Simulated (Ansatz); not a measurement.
```json
{"atom": "B", "x (Å)": "0.0130", "y (Å)": "-0.4622", "z (Å)": "-0.1335"}
{"atom": "Cl", "x (Å)": "-0.0911", "y (Å)": "-1.4350", "z (Å)": "1.4204"}
{"atom": "O", "x (Å)": "1.1927", "y (Å)": "-0.3543", "z (Å)": "-0.7748"}
{"atom": "H", "x (Å)": "1.9070", "y (Å)": "-0.8051", "z (Å)": "-0.3137"}
{"atom": "O", "x (Å)": "-1.0957", "y (Å)": "0.1019", "z (Å)": "-0.6565"}
{"atom": "H", "x (Å)": "-1.8737", "y (Å)": "-0.0743", "z (Å)": "-0.1166"}
{"atom": "Si", "x (Å)": "0.0537", "y (Å)": "2.4772", "z (Å)": "1.0250"}
{"atom": "H", "x (Å)": "0.6716", "y (Å)": "3.4652", "z (Å)": "1.9720"}
{"atom": "H", "x (Å)": "0.7264", "y (Å)": "2.5898", "z (Å)": "-0.3064"}
{"atom": "H", "x (Å)": "-1.4078", "y (Å)": "2.7841", "z (Å)": "0.8984"}
{"atom": "H", "x (Å)": "0.2240", "y (Å)": "1.1208", "z (Å)": "1.5811"}
```

Not at a stationary point (largest force 0.9 eV/Å).

The calculation used RKS PBE0/cc-pVDZ (Ansatz).

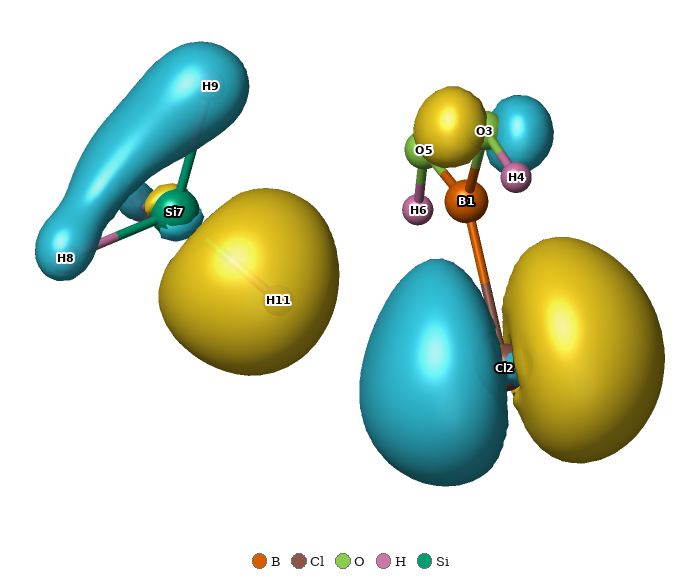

BClH2O2···SiH4. The HOMO at ±0.1 Å⁻³ᐟ² (yellow and cyan are the two phases), seen from one side.

Where does this orbital lie, and at what energy?

Answer. Its weight (Hirshfeld) is mainly on Cl2 (about 65 %), Si7 (about 15 %) and H11 (about 10 %). Its energy is −8.93 eV.
